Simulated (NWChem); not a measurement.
**C2H2FSi (SMILES C#C[SiH]F) at UB3LYP/6-31G(d) (Cartesian functions)**

What is the vertical electron affinity of C2H2FSi at UB3LYP/6-31G* (Cartesian functions)? 

The results are computed with NWChem 7.3.0.

1 further run of the same task is left out (set aside as unsound or not needed). Runs told in other sessions of the task aren't counted.

## (1) The molecule

C2H2FSi: 6 atoms, total charge 0, spin state doublet. SMILES: `C#C[SiH]F`. The shape is that of a PBE0-D4/def2-TZVP optimisation.

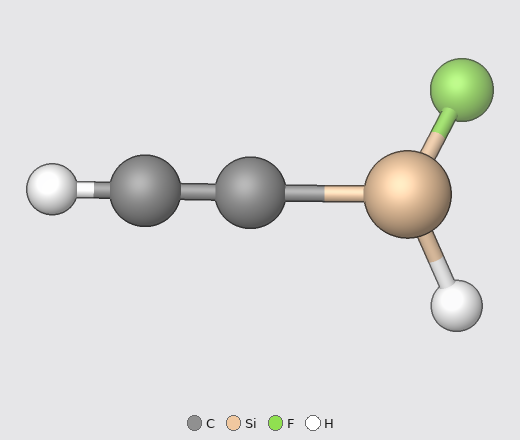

Viewed from a chosen angle; carbon grey, silicon light orange, fluorine green, hydrogen white.

## (2) Energy and gradient at UB3LYP/6-31G(d) (Cartesian functions)

geom.nw

```
START geom
memory stack 880 mb heap 220 mb global 1100 mb
charge 0

GEOMETRY noautosym nocenter noautoz
   C     0.118100   -0.680000   -1.605700
   C     0.120400   -0.213700   -0.490100
   Si    0.338300    0.466700    1.168800
   F    -0.478000   -0.412300    2.226800
   H     0.100300   -1.089200   -2.590300
   H    -0.157100    1.864400    1.244300
END

BASIS cartesian
   * library 6-31G*
END

DFT
   xc b3lyp
   mult 2
   grid xfine
   convergence energy 1e-08
   maxiter 100
   mulliken
END

TASK dft gradient
```

Command:

```
$ nwchem geom.nw > geom.out
```

The program printed:

```text
[...]
          Wavefunction type:  spin polarized.
          No. of atoms     :     6
          No. of electrons :    37
[...]
          Charge           :     0
          Spin multiplicity:     2
[...]
          AO basis - number of functions:    68
[...]
              XC Information
              --------------
                         B3LYP Method XC Potential
                     Hartree-Fock (Exact) Exchange  0.200
                        Slater Exchange Functional  0.800 local
                    Becke 1988 Exchange Functional  0.720 non-local
              Lee-Yang-Parr Correlation Functional  0.810
                  VWN I RPA Correlation Functional  0.190 local
[...]
 d= 0,ls=0.0,diis     1   -466.6125626068 -5.97D+02  1.05D-02  1.69D-01     3.3
[...]
 d= 0,ls=0.0,diis    14   -466.6864542167 -3.75D-09  1.92D-07  3.60D-11    43.5
[...]
         Total DFT energy =     -466.686454216736
      One electron energy =     -903.423397132997
           Coulomb energy =      349.130522465408
    Exchange-Corr. energy =      -42.969589708332
 Nuclear repulsion energy =      130.576010159185
[...]
      Total Density - Mulliken Population Analysis
     ---------------------------------------------
    Atom       Charge   Shell Charges
 -----------   ------   -------------------------------------------------------
    1 C    6     6.11   1.99  0.72  1.98  0.57  0.85 -0.00
    2 C    6     6.16   1.99  0.71  2.00  0.80  0.68 -0.01
    3 Si  14    13.50   2.00  1.99  5.96  1.08  1.65  0.29  0.37  0.16
    4 F    9     9.36   1.99  0.95  3.32  0.93  2.10  0.07
    5 H    1     0.80   0.51  0.29
    6 H    1     1.07   0.51  0.57
[...]
      <S2> =      0.7537 (Exact =     0.7500)
[...]
  wavefunction    = open shell
                         DFT ENERGY GRADIENTS
    atom               coordinates                        gradient
                 x          y          z           x          y          z
   1 C       0.223177  -1.285014  -3.034333   -0.000565   0.006489   0.015306
   2 C       0.227523  -0.403834  -0.926155    0.000386  -0.006601  -0.013365
   3 Si      0.639294   0.881935   2.208712   -0.006326  -0.005302   0.004589
   4 F      -0.903289  -0.779134   4.208042    0.005841   0.007049  -0.008646
   5 H       0.189540  -2.058290  -4.894957    0.000333   0.000510   0.001279
   6 H      -0.296876   3.523205   2.351386    0.000332  -0.002146   0.000838
[...]
```

Run time: 50 s. Hardware: 1 thread of Intel Xeon Platinum 8375C at 2.90GHz (Ice Lake), shared host; peak memory 0.13 GiB.

## (3) The singlet anion: a single-point energy at B3LYP/6-31G(d) (Cartesian functions)

mymol.nw

```
start mymol
title "C2H2FSi"
memory stack 880 mb heap 220 mb global 1100 mb
charge -1

geometry units atomic noautosym nocenter noautoz
 C    0.22317666  -1.28501376  -3.03433324
 C    0.22752303  -0.40383447  -0.92615477
 Si   0.63929435   0.88193518   2.20871189
 F   -0.90328909  -0.77913408   4.20804213
 H    0.18953953  -2.05828969  -4.89495758
 H   -0.29687597   3.52320539   2.35138622
end

basis cartesian
 * library 6-31G*
end

dft
 xc b3lyp
 grid xfine
 convergence energy 1e-08
 maxiter 100
 mulliken
 noprint "final vectors analysis"
end

task dft energy
```

Command:

```
$ nwchem mymol.nw > mymol.out
```

The program printed:

```text
[...]
          Wavefunction type:  closed shell.
          No. of atoms     :     6
          No. of electrons :    38
[...]
          Charge           :    -1
          Spin multiplicity:     1
[...]
          AO basis - number of functions:    68
[...]
              XC Information
              --------------
                         B3LYP Method XC Potential
                     Hartree-Fock (Exact) Exchange  0.200
                        Slater Exchange Functional  0.800 local
                    Becke 1988 Exchange Functional  0.720 non-local
              Lee-Yang-Parr Correlation Functional  0.810
                  VWN I RPA Correlation Functional  0.190 local
[...]
 d= 0,ls=0.0,diis     1   -466.6109077178 -5.97D+02  2.76D-02  7.40D-01     2.2
[...]
 d= 0,ls=0.0,diis    11   -466.7095798190 -1.87D-09  4.68D-07  3.12D-10    20.5
         Total DFT energy =     -466.709579819013
      One electron energy =     -912.178097468343
           Coulomb energy =      358.140218993081
    Exchange-Corr. energy =      -43.247702161350
 Nuclear repulsion energy =      130.576000817599
[...]
      Total Density - Mulliken Population Analysis
     ---------------------------------------------
    Atom       Charge   Shell Charges
 -----------   ------   -------------------------------------------------------
    1 C    6     6.29   1.99  0.69  2.02  0.58  1.01 -0.01
    2 C    6     6.12   1.99  0.72  1.96  0.83  0.64 -0.01
    3 Si  14    14.08   2.00  1.99  5.96  1.02  1.68  0.50  0.79  0.15
    4 F    9     9.44   1.99  0.94  3.34  0.94  2.16  0.07
    5 H    1     0.91   0.52  0.39
    6 H    1     1.17   0.51  0.66
[...]
```

It took 21 s on 1 thread of Intel Xeon Platinum 8375C at 2.90GHz (Ice Lake), shared host; peak memory 0.13 GiB.

## (4) What came out

At UB3LYP/6-31G* (Cartesian functions):

```
                                           quantity          value
                      doublet C2H2FSi: total energy  -466.68645 Eh
                     doublet C2H2FSi: dipole moment         1.72 D
doublet C2H2FSi: HOMO energy (highest over α and β)       -5.90 eV
 doublet C2H2FSi: LUMO energy (lowest over α and β)       -2.89 eV
                              doublet C2H2FSi: ⟨S²⟩          0.754
          doublet C2H2FSi: largest force on an atom     0.855 eV/Å
                        singlet anion: total energy  -466.70958 Eh
  vertical electron affinity (to the singlet anion)       0.629 eV
```

What this shows: At fixed nuclei the extra electron is bound by 0.63 eV (14.5 kcal/mol). The basis has no diffuse functions, so the error can be as large as this value. The largest force (doublet C2H2FSi) is 0.86 eV/Å: the shape isn't a stationary point for this species at this level. Mulliken charges (doublet C2H2FSi) run from -0.36 on F4 to +0.50 on Si3; they depend strongly on the basis. Mulliken charges (singlet anion) run from -0.44 on F4 to +0.09 on H5; they depend strongly on the basis.
